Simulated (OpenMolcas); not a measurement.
**Cu³⁺ among point charges: CASSCF and CASPT2 levels and susceptibility**

Aim: the splitting of the states of Cu³⁺ in the field of 6 point charges, its lowest levels with spin-orbit coupling and its magnetic susceptibility.

The numbers are computed with OpenMolcas 26.06 (state-averaged CASSCF and CASPT2, spin-orbit coupling by RASSI with atomic mean-field integrals), except any that are marked as measured or tabulated.

## 1. The system

| Property | Result |
| --- | --- |
| Species | Cu³⁺ (copper, Z = 29, 26 electrons) |
| Basis | ANO-RCC-VDZP [5s4p2d1f], 34 functions |
| Scalar Hamiltonian | DKH2, point nucleus |
| Inactive shells | 1s 2s 2p 3s 3p |
| Active space | 8 electrons in 5 orbitals (3d) |
| Some configurations of this space | 3d8 |
| Orbitals | optimised for each spin and parity, averaged over all roots |

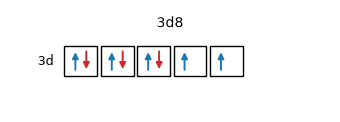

Outer shells as boxes.

The ion sits among 6 point charges of -2 e arranged as an octahedron (Oh), 1.73 Å from the ion.

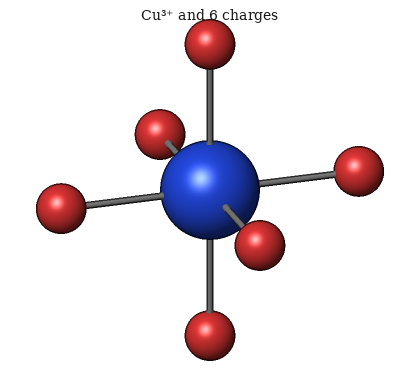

The ion and the point charges (red).

The work runs as a chain of OpenMolcas steps in one folder; each step below is one input file. Labels, J, g values, rates, χT and fits are worked out afterwards by a script from the matrices that RASSI stores. The input lists half of the charges; inversion (Group=XYZ) makes the rest.

## 2. Basis and integrals

The input, a.inp:

```
&GATEWAY
Coord
1

Cu 0.0 0.0 0.0
Basis=ANO-RCC-VDZP
Group=XYZ
NoMove
AngMom=0.0 0.0 0.0
AMFI
XField
3 Angstrom 0
1.730000 0.000000 0.000000 -2.000000
0.000000 1.730000 0.000000 -2.000000
0.000000 0.000000 1.730000 -2.000000
&SEWARD
```

On the command line:

```bash
OMP_NUM_THREADS=1 MOLCAS_MEM=1689 MOLCAS_PROJECT=a pymolcas a.inp > a.log
```

## 3. CASSCF: triplets of even parity, 10 roots

The input, a.inp:

```
&RASSCF
FileOrb=start.orb
Symmetry=1
Spin=3
nActEl=8 0 0
Inactive=3 6
Ras2=5 0
CIRoot=10 10 1
SDav=10
CIMx=300
Iter=120 100
PrWF=0.3
OrbListing=Nothing
MaxOrb=0
>>> COPY $Project.JobIph JOB001
```

start.orb holds the contracted functions of the basis, ordered by shell, or the orbitals of the step before.

## 4. Reference wave functions, singlets of even parity, 15 roots

The input, a.inp:

```
&RASSCF
FileOrb=start.orb
Symmetry=1
Spin=1
nActEl=8 0 0
Inactive=3 6
Ras2=5 0
CIRoot=15 15 1
SDav=15
CIMx=300
Iter=120 100
PrWF=0.3
OrbListing=Nothing
MaxOrb=0
>>> COPY $Project.JobIph JOB002
```

## 5. RASSI: spin-orbit coupling between the states

The input, a.inp:

```
&RASSI
NrOfJobIphs=2 10 15
1 2 3 4 5 6 7 8 9 10
1 2 3 4 5 6 7 8 9 10 11 12 13 14 15
IphNames
JOB001
JOB002
EJob
SpinOrbit
DIPRint=1.0
SOCoupling=1000.0
Subsets=2
Property=9
'ANGMOM' 1 'ANGMOM' 2 'ANGMOM' 3 'MLTPL  1' 1 'MLTPL  1' 2 'MLTPL  1' 3
'AMFI' 1 'AMFI' 2 'AMFI' 3
SOProperty=3
'ANGMOM' 1 'ANGMOM' 2 'ANGMOM' 3
```

## 6. CASPT2: IPEA 0.25, imaginary shift 0.1 (closed shells correlated: 3s 3p)

The input, a.inp:

```
>>> COPY JOB001 $Project.JobIph
&CASPT2
Multistate=10 1 2 3 4 5 6 7 8 9 10
NoMult
Frozen=2 3
IPEA=0.25
Imaginary=0.1
MaxIter=60
WThr=0.0 0.3 0.05
PrWF=0.5
NoMix
>>> COPY JOB002 $Project.JobIph
&CASPT2
Multistate=15 1 2 3 4 5 6 7 8 9 10 11 12 13 14 15
NoMult
Frozen=2 3
IPEA=0.25
Imaginary=0.1
MaxIter=60
WThr=0.0 0.3 0.05
PrWF=0.5
NoMix
```

(Steps that only read results are left out.)

**Question.** What will these runs give? Wanted: spin-free ground state; first state of the same spin within the active space; lowest level; next level.

As calculated:

| quantity | value |
| --- | --- |
| method | SS-CASPT2, IPEA 0.25, imaginary shift 0.1 (closed shells correlated: 3s 3p) |
| spin-free ground state | 3A2, 1-fold in its orbital part |
| first state of the same spin within the active space | 3T2 at 5180 cm⁻¹ |
| lowest level | 3-fold T2 |
| next level | 4836.2 cm⁻¹ |
| χT at 300 K | 1.80 cm³ K/mol |
| effective moment at 300 K | 3.80 μB |

Cost by method:

```
                                              method  time of its own steps  time with the reference
                                           A. CASSCF                  4.2 s                    4.2 s
B. SS-CASPT2, IPEA 0.25, imaginary shift 0.1, +3s 3p                  1.4 s                    5.6 s
```

Times are of one thread on a shared host.

In words: The spin-free ground state (3A2) comes to 100 % from free-ion F terms and keeps the highest spin of the shell. χT at 300 K is 1.80, against 1.00 cm³ K/mol for the spin alone, so orbital moment adds to it. CASPT2 does not keep the components of a term degenerate, and the means are used. The field of point charges can differ much from that of real complexes. This is an electrostatic model: the charges have no orbitals.
